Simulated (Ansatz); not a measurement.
# C3H9FSi: what the fields show

```xyz
14

Si    0.0080   -0.0453   -0.0704
F     0.0360   -0.2177    1.5765
C     1.7938    0.0438   -0.6473
H     2.3505   -0.8712   -0.3594
H     1.8504    0.1431   -1.7511
H     2.3149    0.9150   -0.2005
C    -0.9230    1.5430   -0.4443
H    -1.9646    1.4954   -0.0660
H    -0.4277    2.4152    0.0295
H    -0.9667    1.7298   -1.5375
C    -0.8751   -1.5494   -0.7690
H    -1.9060   -1.6275   -0.3660
H    -0.9463   -1.4898   -1.8753
H    -0.3363   -2.4846   -0.5125
```

Level of theory: RKS PBE-D4/def2-SVP (Ansatz).

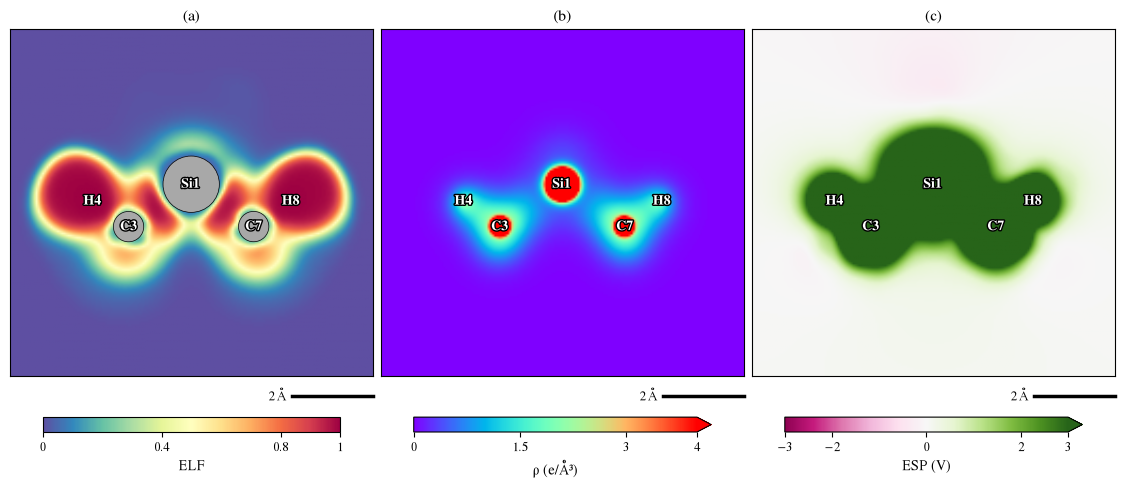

Figure 1. (a) ELF; (b) total electron density; (c) electrostatic potential on the plane of atoms Si1, C3 and H4. Grey discs cover the atomic cores in the ELF map.

> What does the map show?

- Atoms in the plane: Si, C and H.
- C–Si (1.88 Å): ρ is about 0.96 e/Å³ halfway; the ELF peaks at about 0.95 between the atoms, as expected for localised, covalent bonding.
- C–H (1.11 Å): ρ at the midpoint is about 1.8 e/Å³; the ELF climbs to about 1 towards the hydrogen, as it does in any bond to H (an ordinary covalent bond to hydrogen).
- Outside the dense part of the molecule the potential is most negative (−0.3 V) near C3, C7 and C11, which lies off the plane.

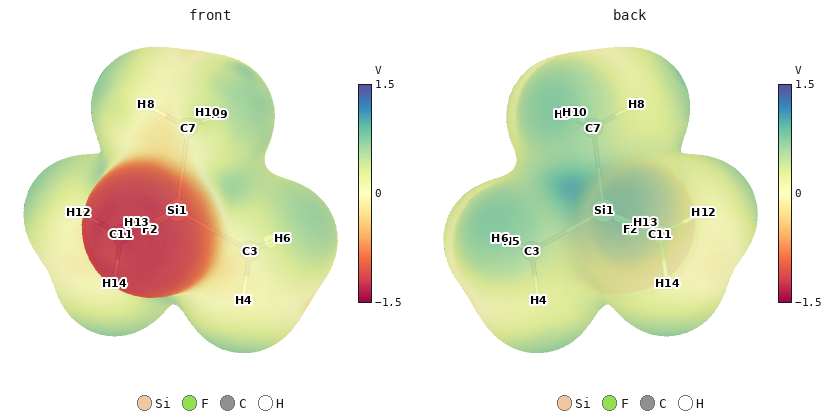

Figure 2. The electrostatic potential painted on the density surface at 0.002 e/bohr³, seen from the front and from behind; the colour scale runs from red (negative) to blue (positive).

> Where is the surface potential most negative and most positive?

The most negative region (about −1.3 V) lies over F2, the most positive (about +0.9 V) over Si1.

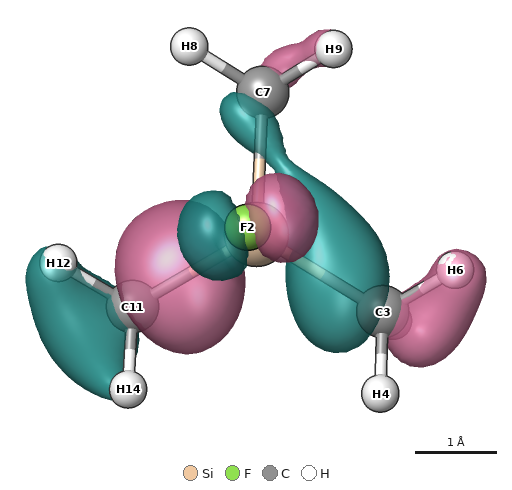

Figure 3. The HOMO at ±0.15 Å⁻³ᐟ² (teal and pink are the two phases), seen across its widest extent.

> What is the character of this orbital?

Its weight (Hirshfeld) is mainly on C11 (about 30 %), Si1 (about 20 %), C3 (about 15 %) and F2 (about 15 %). It is one of a degenerate set, so its orientation is arbitrary. Its energy is −7.12 eV.
